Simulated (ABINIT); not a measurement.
# BaZrSe3 (P1): changed settings of a GW run in ABINIT

A base run on BaZrSe3 (P1), then changed inputs.

Calculated with ABINIT 10.8.3; PBEsol and many-body steps on it, plane waves.

## (1) The structure

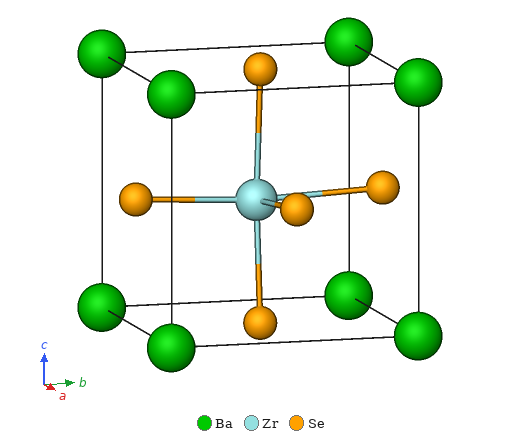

The cell as given, slightly off an axis (barium green, zirconium light teal, selenium orange). Some periodic images of atoms are drawn too.

Coordinates:

```cif
data_structure
_symmetry_space_group_name_H-M 'P 1'
_symmetry_Int_Tables_number 1
_cell_length_a 5.2874
_cell_length_b 5.2964
_cell_length_c 5.3095
_cell_angle_alpha 89.891
_cell_angle_beta 89.914
_cell_angle_gamma 89.961
_cell_volume 148.69
loop_
_atom_site_label
_atom_site_type_symbol
_atom_site_fract_x
_atom_site_fract_y
_atom_site_fract_z
_atom_site_occupancy
Ba1 Ba 0.99864 0.99848 0.99867 1
Zr2 Zr 0.47658 0.49007 0.47673 1
Se3 Se 0.48832 0.99851 0.50269 1
Se4 Se 0.98384 0.51164 0.51854 1
Se5 Se 0.49261 0.50131 0.99337 1
```

The cell and positions are those that the Materials Project relaxed with its own functionals (PBE, PBE+U or r2SCAN), kept fixed. Spin-orbit coupling is left out unless a step names it.

## (2) Screening, 2×2×2 mesh, 191 bands, screening to 122.5 eV

This step: ABINIT 10.8.3; RPA screening on PBEsol, plane waves, norm-conserving pseudopotentials.

The RPA dielectric matrix is built and inverted for each q.

Input file run.abi:

```
acell 3*1.0 Angstrom
rprim 
  5.287383000000 -0.000000000000 -0.000000000000
  0.003576000000 5.296392000000 -0.000000000000
  0.007950000000 0.010054000000 5.309462000000
ntypat 3
znucl 56 40 34
natom 5
typat 1 2 3 3 3
xred 
  0.998643000000 0.998478000000 0.998673000000
  0.476578000000 0.490069000000 0.476727000000
  0.488317000000 0.998506000000 0.502693000000
  0.983845000000 0.511636000000 0.518540000000
  0.492614000000 0.501310000000 0.993370000000
pp_dirpath "pseudos"
pseudos "Ba.upf, Zr.upf, Se.upf"
ecut 39
ngkpt 2 2 2
nshiftk 1
shiftk 0 0 0
kptopt 1
chksymbreak 0
istwfk *1
occopt 1
irdwfk 1
optdriver 3
nband 191
ecuteps 4.5
inclvkb 2
awtr 1
symchi 1
indata_prefix "in"
outdata_prefix "out"
tmpdata_prefix "tmp"
```

The run is started by

```console
$ OMP_NUM_THREADS=1 mpirun -n 4 abinit run.abi > log
```

What it wrote:

```text
.Version 10.8.3 of ABINIT. v10.8.2 released Aug 2026.

 Symmetries : space group P1 (#  1); Bravais aP (primitive triclinic)
[... echo of the input left out ...]
== DATASET  1 ==================================================================
-   mpi_nproc: 4, omp_nthreads: 1 (-1 if OMP is not activated)

--- !DatasetInfo
iteration_state: {dtset: 1, }
dimensions: {natom: 5, nkpt: 8, mband: 191, nsppol: 1, nspinor: 1, nspden: 1, mpw: 11685, }
cutoff_energies: {ecut:  39.0, pawecutdg:  -1.0, }
electrons: {nelect:   7.00000000E+01, charge:   0.00000000E+00, occopt:   1.00000000E+00, tsmear:   1.00000000E-02, }

 SCREENING: Calculation of the susceptibility and dielectric matrices

 Based on a program developped by R.W. Godby, V. Olevano, G. Onida, and L. Reining.
 Incorporated in ABINIT by V. Olevano, G.-M. Rignanese, and M. Torrent.
.Using double precision arithmetic ; gwpc =  8

[... cell and pseudopotentials left out ...]
--------------------------------------------------------------------------------

 ==== K-mesh for the wavefunctions ====
 Number of points in the irreducible wedge :     8
[... list of points left out ...]
 Together with  1 symmetry operations and time-reversal symmetry
 yields     8 points in the full Brillouin Zone.

 ==== Q-mesh for the screening function ====
 Number of points in the irreducible wedge :     8
[... list of points left out ...]
 Together with  1 symmetry operations and time-reversal symmetry
 yields     8 points in the full Brillouin Zone.

 setmesh: FFT mesh size selected  =    40x   40x   40
          total number of points  =        64000

 vcoul_init : cutoff-mode = AUXILIARY_FUNCTION
 q-points for optical limit:   1
     1)      0.000010    0.000020    0.000030

- screening: taking advantage of time-reversal symmetry
- Maximum band index for partially occupied states nbvw = 35
- Remaining bands to be divided among processors   nbcw = 156
- Number of bands treated by each node ~39

 Number of electrons calculated from density =   70.0000; Expected =   70.0000
 average of density, n =  0.069764
 r_s =    1.5069
 omega_plasma =   25.4783 [eV]

 calculating chi0 at frequencies [eV] :
  1    0.000000E+00    0.000000E+00
  2    0.000000E+00    2.547831E+01

--------------------------------------------------------------------------------
  q-point number  1        q = ( 0.000000, 0.000000, 0.000000) [r.l.u.]
--------------------------------------------------------------------------------
[... chi0 elements left out ...]
 For q-point:  0.000010 0.000020 0.000030
  dielectric constant =  24.4820
  dielectric constant without local fields =  31.0984

  Average fulfillment of the sum rule on Im[epsilon] for q-point    1 :     56.22  [%]
[... wings left out ...]
  q-point number  2        q = ( 0.500000, 0.000000, 0.000000) [r.l.u.]
--------------------------------------------------------------------------------
[... chi0 elements left out ...]
  Average fulfillment of the sum rule on Im[epsilon] for q-point    2 :     60.44  [%]

 [... 6 further q-points ...]
```

Elapsed: 3.6 min, on 4 MPI ranks of Intel Xeon 6975P-C (Granite Rapids), shared host; peak memory 3.2 GiB.

Numbers from this step:

| Quantity | Value |
| --- | --- |
| ε∞ with local fields, on this mesh, along the program's q direction | 24.48 |
| the same without local fields | 31.10 |
| plasma frequency | 25.48 eV |
| plane waves in the screening matrix | 461 |

Local fields lower ε∞ by 21 %. On a Γ-centred mesh this coarse the value itself is usually too large, while a short band sum pulls it down.

## (3) Base

The self-energy is evaluated for the states that the input lists, and the levels follow from it, in one-shot runs by the linearised quasiparticle equation.

This step: G0W0 on PBEsol, plane waves, norm-conserving pseudopotentials.

Changes to run.abi since step 2:

```diff
@@ -26,8 +26,17 @@
 irdwfk 1
-optdriver 3
+optdriver 4
 nband 191
+gwcalctyp 0
+ecutsigx 39
+symsigma 1
+nkptgw 2
+kptgw 
+  0.5000000000 0.5000000000 0.5000000000
+  0.0000000000 0.0000000000 0.0000000000
+bdgw 
+  34 37
+  34 37
 ecuteps 4.5
-inclvkb 2
-awtr 1
-symchi 1
+irdscr 1
+ppmodel 1
 indata_prefix "in"
```

What it wrote:

```text
.Version 10.8.3 of ABINIT. v10.8.2 released Aug 2026.

 Symmetries : space group P1 (#  1); Bravais aP (primitive triclinic)
[... echo of the input left out ...]
== DATASET  1 ==================================================================
-   mpi_nproc: 4, omp_nthreads: 1 (-1 if OMP is not activated)

--- !DatasetInfo
iteration_state: {dtset: 1, }
dimensions: {natom: 5, nkpt: 8, mband: 191, nsppol: 1, nspinor: 1, nspden: 1, mpw: 11685, }
cutoff_energies: {ecut:  39.0, pawecutdg:  -1.0, }
electrons: {nelect:   7.00000000E+01, charge:   0.00000000E+00, occopt:   1.00000000E+00, tsmear:   1.00000000E-02, }

 SIGMA: Calculation of the GW corrections

 Based on a program developped by R.W. Godby, V. Olevano, G. Onida, and L. Reining.
 Incorporated in ABINIT by V. Olevano, G.-M. Rignanese, and M. Torrent.
.Using double precision arithmetic ; gwpc =  8

[... cell and pseudopotentials left out ...]
--------------------------------------------------------------------------------

 ==== K-mesh for the wavefunctions ====
 Number of points in the irreducible wedge :     8
[... list of points left out ...]
 Together with  1 symmetry operations and time-reversal symmetry
 yields     8 points in the full Brillouin Zone.

 ==== Q-mesh for screening function ====
 Number of points in the irreducible wedge :     8
[... list of points left out ...]
 Together with  1 symmetry operations and time-reversal symmetry
 yields     8 points in the full Brillouin Zone.

 vcoul_init : cutoff-mode = AUXILIARY_FUNCTION
 q-points for optical limit:   1
     1)      0.000010    0.000020    0.000030
 setmesh: FFT mesh size selected  =    60x   60x   60
          total number of points  =       216000

 Number of electrons calculated from density =   70.0000; Expected =   70.0000
 average of density, n =  0.069764
 r_s =    1.5069
 omega_plasma =   25.4783 [eV]

 === KS Band Gaps ===
  >>>> For spin  1
   Minimum direct gap =   0.6981 [eV], located at k-point      :   0.0000  0.0000  0.0000
   Fundamental gap    =   0.1572 [eV], Top of valence bands at :   0.5000  0.5000  0.5000
                                       Bottom of conduction at :   0.0000  0.0000  0.0000
 SIGMA fundamental parameters:
 PLASMON POLE MODEL  1
 number of plane-waves for SigmaX                11685
 number of plane-waves for SigmaC and W            461
 number of plane-waves for wavefunctions         11685
 number of bands                                   191
 number of independent spin polarizations            1
 number of spinorial components                      1
 number of k-points in IBZ                           8
 number of q-points in IBZ                           8
 number of symmetry operations                       1
 number of k-points in BZ                            8
 number of q-points in BZ                            8
 number of frequencies for dSigma/dE                 9
 frequency step for dSigma/dE [eV]                0.25
 number of omega for Sigma on real axis              0
 max omega for Sigma on real axis  [eV]           0.00
 zcut for avoiding poles [eV]                     0.10

 EPSILON^-1 parameters (SCR file):
 dimension of the eps^-1 matrix on file            461
 dimension of the eps^-1 matrix used               461
 number of plane-waves for wavefunctions         11685
 number of bands                                   191
 number of q-points in IBZ                           8
 number of frequencies                               2
 number of real frequencies                          1
 number of imag frequencies                          1

 matrix elements of self-energy operator (all in [eV])

 Perturbative Calculation

--- !SelfEnergy_ee
iteration_state: {dtset: 1, }
kpoint     : [   0.500,    0.500,    0.500, ]
spin       : 1
KS_gap     :    2.344
QP_gap     :    3.760
Delta_QP_KS:    1.417
data: !SigmaeeData |
     Band     E0 <VxcDFT>   SigX SigC(E0)      Z dSigC/dE  Sig(E)    E-E0       E
       34   4.975 -13.664 -16.877   2.278   0.781  -0.280 -14.394  -0.730   4.245
       35   5.008 -13.676 -16.904   2.292   0.781  -0.281 -14.407  -0.731   4.278
       36   7.352 -12.842  -7.353  -4.603   0.775  -0.291 -12.156   0.686   8.038
       37   7.542 -13.631  -7.813  -4.838   0.766  -0.305 -12.880   0.752   8.294

--- !SelfEnergy_ee
iteration_state: {dtset: 1, }
kpoint     : [   0.000,    0.000,    0.000, ]
spin       : 1
KS_gap     :    0.698
QP_gap     :    2.053
Delta_QP_KS:    1.355
data: !SigmaeeData |
     Band     E0 <VxcDFT>   SigX SigC(E0)      Z dSigC/dE  Sig(E)    E-E0       E
       34   4.399 -13.893 -16.864   2.199   0.782  -0.278 -14.498  -0.604   3.795
       35   4.467 -14.053 -17.267   2.350   0.783  -0.277 -14.729  -0.676   3.792
       36   5.166 -12.570  -7.747  -3.957   0.784  -0.276 -11.891   0.679   5.845
       37   5.296 -12.656  -8.190  -3.722   0.785  -0.275 -12.073   0.583   5.879

== END DATASET(S) ==============================================================
================================================================================

 -outvars: echo values of variables after computation  --------
           etotal      0.0000000000E+00
            nband         191
             nkpt           8
          spgroup           1
 [... the other variables as echoed above ...]

 Calculation completed.
```

Elapsed: 34 s, on 4 MPI ranks; peak memory 2.6 GiB.

Numbers from this step:

- G0W0 gap on the points computed: 1.567 eV
- starting gap on the mesh: 0.1573 eV
- k of the valence top: 0.5, 0.5, 0.5
- k of the conduction bottom: 0, 0, 0
- Z at the valence top: 0.781
- Z at the conduction bottom: 0.784
- least direct G0W0 gap on the computed points: 2.05 eV

The gap on the mesh goes from 0.16 eV to 1.57 eV, a correction of +1.41 eV.

## (4) Coulomb singularity

Changes to run.abi since step 3:

```diff
@@ -41,2 +41,3 @@
 ppmodel 1
+gw_icutcoul 3
 indata_prefix "in"
```

What it wrote:

```text
.Version 10.8.3 of ABINIT. v10.8.2 released Aug 2026.

 Symmetries : space group P1 (#  1); Bravais aP (primitive triclinic)
[... echo of the input left out ...]
== DATASET  1 ==================================================================
-   mpi_nproc: 4, omp_nthreads: 1 (-1 if OMP is not activated)

--- !DatasetInfo
iteration_state: {dtset: 1, }
dimensions: {natom: 5, nkpt: 8, mband: 191, nsppol: 1, nspinor: 1, nspden: 1, mpw: 11685, }
cutoff_energies: {ecut:  39.0, pawecutdg:  -1.0, }
electrons: {nelect:   7.00000000E+01, charge:   0.00000000E+00, occopt:   1.00000000E+00, tsmear:   1.00000000E-02, }

 SIGMA: Calculation of the GW corrections

 Based on a program developped by R.W. Godby, V. Olevano, G. Onida, and L. Reining.
 Incorporated in ABINIT by V. Olevano, G.-M. Rignanese, and M. Torrent.
.Using double precision arithmetic ; gwpc =  8

[... cell and pseudopotentials left out ...]
--------------------------------------------------------------------------------

 ==== K-mesh for the wavefunctions ====
 Number of points in the irreducible wedge :     8
[... list of points left out ...]
 Together with  1 symmetry operations and time-reversal symmetry
 yields     8 points in the full Brillouin Zone.

 ==== Q-mesh for screening function ====
 Number of points in the irreducible wedge :     8
[... list of points left out ...]
 Together with  1 symmetry operations and time-reversal symmetry
 yields     8 points in the full Brillouin Zone.

 vcoul_init : cutoff-mode = CRYSTAL
 q-points for optical limit:   1
     1)      0.000010    0.000020    0.000030
 setmesh: FFT mesh size selected  =    60x   60x   60
          total number of points  =       216000

 Number of electrons calculated from density =   70.0000; Expected =   70.0000
[...]
number of omega for Sigma on real axis              0
 max omega for Sigma on real axis  [eV]           0.00
 zcut for avoiding poles [eV]                     0.10

 EPSILON^-1 parameters (SCR file):
 dimension of the eps^-1 matrix on file            461
 dimension of the eps^-1 matrix used               461
 number of plane-waves for wavefunctions         11685
 number of bands                                   191
 number of q-points in IBZ                           8
 number of frequencies                               2
 number of real frequencies                          1
 number of imag frequencies                          1

 matrix elements of self-energy operator (all in [eV])

 Perturbative Calculation

--- !SelfEnergy_ee
iteration_state: {dtset: 1, }
kpoint     : [   0.500,    0.500,    0.500, ]
spin       : 1
KS_gap     :    2.344
QP_gap     :    3.759
Delta_QP_KS:    1.415
data: !SigmaeeData |
     Band     E0 <VxcDFT>   SigX SigC(E0)      Z dSigC/dE  Sig(E)    E-E0       E
       34   4.975 -13.664 -16.627   2.158   0.785  -0.274 -14.296  -0.632   4.343
       35   5.008 -13.676 -16.654   2.172   0.785  -0.274 -14.309  -0.632   4.376
       36   7.352 -12.842  -7.353  -4.483   0.778  -0.285 -12.059   0.783   8.135
[...]
--- !SelfEnergy_ee
iteration_state: {dtset: 1, }
kpoint     : [   0.000,    0.000,    0.000, ]
spin       : 1
KS_gap     :    0.698
QP_gap     :    2.052
Delta_QP_KS:    1.354
data: !SigmaeeData |
     Band     E0 <VxcDFT>   SigX SigC(E0)      Z dSigC/dE  Sig(E)    E-E0       E
[...]
36   5.166 -12.570  -7.747  -3.837   0.788  -0.269 -11.793   0.777   5.943
       37   5.296 -12.656  -8.190  -3.602   0.789  -0.268 -11.975   0.681   5.977

== END DATASET(S) ==============================================================
================================================================================

 -outvars: echo values of variables after computation  --------
           etotal      0.0000000000E+00
            nband         191
             nkpt           8
          spgroup           1
 [... the other variables as echoed above ...]

 Calculation completed.
```

The job ended after 34 s (4 MPI ranks; peak memory 2.6 GiB).

This step gave:

| Property | Result |
| --- | --- |
| G0W0 gap on the points computed | 1.567 eV |
| starting gap on the mesh | 0.1573 eV |
| k of the valence top | 0.5, 0.5, 0.5 |
| k of the conduction bottom | 0, 0, 0 |
| Z at the valence top | 0.785 |
| Z at the conduction bottom | 0.788 |
| least direct G0W0 gap on the computed points | 2.049 eV |

Against G0W0 in ABINIT (2×2×2 mesh, 191 bands, screening to 122.5 eV, Godby-Needs plasmon pole), the gap moves by +0.000 eV.

## (5) Side by side

Times are wall times on 4 MPI ranks of Intel Xeon 6975P-C (Granite Rapids), shared host, good to a factor of about two. A run's time includes the screening step that it read.

| run | mesh | bands | screening cutoff (eV) | DFT gap (eV) | gap on the mesh (eV) | direct (eV) | ε∞ used | time |
| --- | --- | --- | --- | --- | --- | --- | --- | --- |
| base | 2×2×2 | 191 | 122.5 | 0.157 | 1.567 | 2.050 | 24.48 | 4.2 min |
| Coulomb singularity | 2×2×2 | 191 | 122.5 | 0.157 | 1.567 | 2.049 | 24.48 | 4.2 min |

## (6) Results

| Quantity | Value |
| --- | --- |
| base | 1.567 eV |
| Coulomb singularity | 1.567 eV |
| known limits | not at the basis limit; exchange with frozen shells missing; no spin-orbit coupling; coarse k mesh |

**Reading.** Coulomb singularity: no change against base (keys changed: gw_icutcoul). Bands and cutoff are finite, so the gap is not at the basis limit. The miss can reach some tenths of an eV and take either sign; the mesh is an error of its own. In the G0W0 runs levels were corrected at 2 k points alone, so a gap called «on the mesh» is the least over those, and an edge elsewhere would be missed. The 2×2×2 mesh is coarse for this cell, which bears on the long-range parts of exchange and screening. The norm-conserving file of at least one element keeps a d shell over frozen s and p shells of the same row. Exchange with those shells is missing from the self-energy, an error of 0.3 to 0.9 eV in cases checked, whose sign depends on which edge lies on those atoms. The many-body steps are scalar-relativistic: spin-orbit coupling is not in them.

[Paths, hosts, dates, memory and timing lines, banners, echoed tables and standing remarks are left out of the program output.]

[Logs are printed without paths, hosts, clocks, repeated set-up lines and the standing remarks that a program may print on its own settings, such as how far it seeks lower states.]

[Runs of the session that timed out or met a known fault of the program may be left out.]

[Hosts, paths, dates, database ids (printed as entryN), source tags and the programs' standing remarks are cut or masked in the printed files.]

[G0W0 gaps are taken among the corrected bands and points alone; a level outside them can change the order at an edge.]

[Where Ansatz stands beside ABINIT at settings called matched, ABINIT's density can come from a denser mesh and the files from another edition; pairs whose starting gaps differed by over 0.03 eV were left out, so agreement reads better than it is.]
